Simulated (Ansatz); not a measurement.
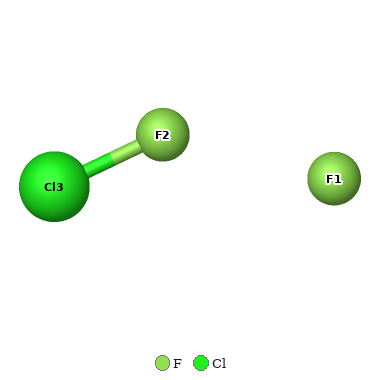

The system is F⁻ + FCl; the picture shows the reference structure. First axis: distance F1–F2. Second axis: distance F2–Cl3. Nothing is relaxed (the angle F1–F2–Cl3 is fixed at 140 degrees). The scan uses a 17 × 17 grid. Energies are in kJ/mol, from the lowest grid point. The reference is spin-restricted, so regions where a bond is pulled apart into radicals lie too high. These are results of RKS PBE0-D4/def2-TZVPD in Ansatz, not measurements.

Its coordinates:

| atom | x (Å) | y (Å) | z (Å) |
| --- | --- | --- | --- |
| F | -2.4310 | 0.0000 | 0.0000 |
| F | 0.0000 | 0.0000 | 0.0000 |
| Cl | 1.2632 | 1.0600 | 0.0000 |

Range: distance F1–F2 from 0.960 to 2.560 Å; distance F2–Cl3 from 1.296 to 2.896 Å.

Q: What landscape does the calculation give?

A: The lowest grid point is at distance F1–F2 = 2.431 Å, distance F2–Cl3 = 1.649 Å. The highest grid point, distance F1–F2 = 0.960 Å, distance F2–Cl3 = 1.296 Å, lies 2651 kJ/mol above the lowest.

| distance F2–Cl3 ↓, distance F1–F2 → | 1.004 | 1.142 | 1.313 | 1.506 | 1.717 | 1.943 | 2.181 | 2.431 |
| --- | --- | --- | --- | --- | --- | --- | --- | --- |
| 2.767 | 761 | 283 | 94 | 62 | 83 | 123 | 162 | 192 |
| 2.517 | 782 | 302 | 104 | 57 | 66 | 97 | 130 | 156 |
| 2.279 | 829 | 344 | 130 | 59 | 49 | 66 | 90 | 111 |
| 2.053 | 926 | 432 | 189 | 79 | 38 | 35 | 47 | 61 |
| 1.842 | 1107 | 595 | 301 | 130 | 46 | 16 | 12 | 17 |
| 1.649 | 1406 | 862 | 482 | 226 | 86 | 24 | 4 | 0 |
| 1.478 | 1811 | 1229 | 733 | 379 | 182 | 92 | 57 | 46 |
| 1.340 | 2227 | 1640 | 1034 | 599 | 363 | 256 | 214 | 200 |

The table holds every second grid line.

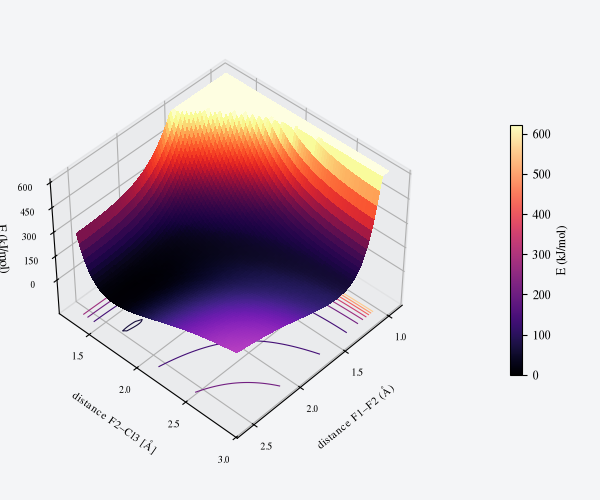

In the figure: a relief with its contours projected below, any walls above the top of the colour scale cut off. Between grid points the surface is interpolated.

Time for the 289 points that were run: 14 min on 1 thread of Arm Neoverse V1, on a shared host.
